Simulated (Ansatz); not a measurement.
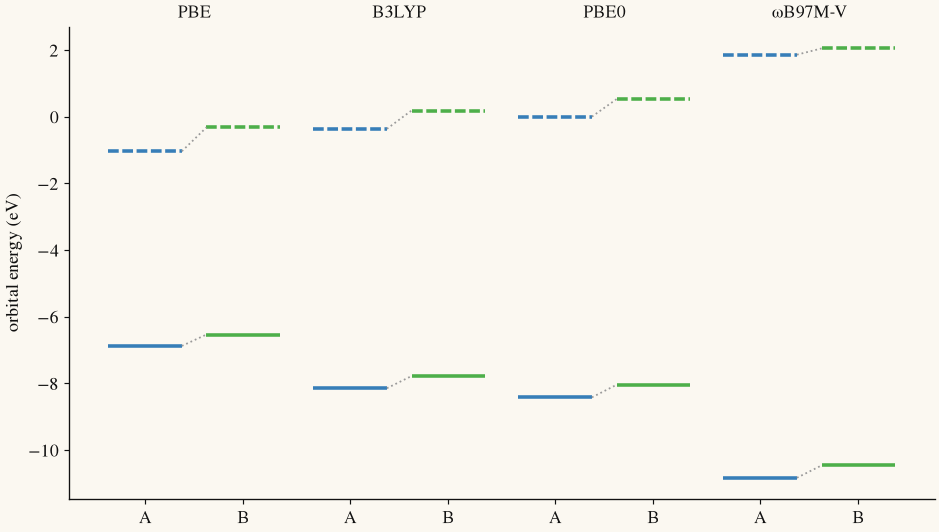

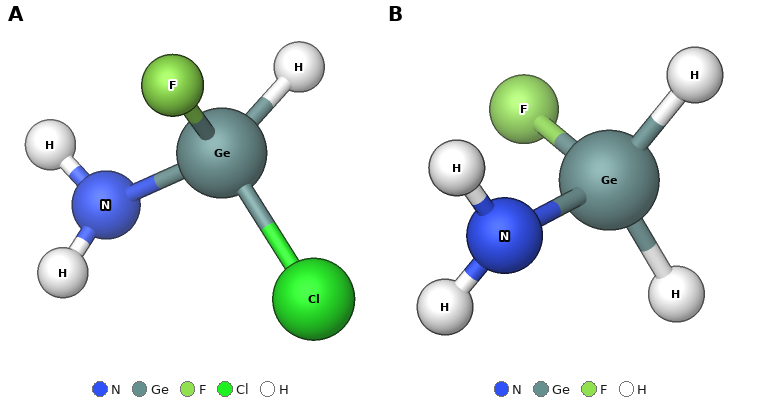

One change: A, GeNH₃ClF (SMILES [NH2][Ge@@H]([F])[Cl]), becomes B, GeNH₄F (SMILES [NH2][GeH2][F]). Cl on Ge is replaced by H. HOMO (solid) and LUMO (dashed) computed in def2-TZVPP at PBE0-D4/def2-TZVP geometries, both minima by their frequencies, gas phase, the Ansatz code 0.2.0. Empty levels above zero depend strongly on the basis.

What does the change do to HOMO and LUMO?

PBE: the HOMO rises by 0.34 eV, the LUMO rises by 0.72 eV, and the separation goes from 5.84 to 6.21 eV. B3LYP: the HOMO rises by 0.36 eV, the LUMO rises by 0.55 eV, and the separation goes from 7.78 to 7.97 eV. PBE0: the HOMO rises by 0.38 eV, the LUMO rises by 0.53 eV, and the separation goes from 8.42 to 8.57 eV. ωB97M-V: the HOMO rises by 0.37 eV, the LUMO rises by 0.19 eV, and the separation goes from 12.69 to 12.51 eV.

Do the functionals agree on the effect?

They agree on the direction for both levels; the HOMO shift lies between 0.34 and 0.38 eV and the LUMO shift between 0.19 and 0.72 eV, while the separations themselves differ by up to 6.9 eV between functionals.
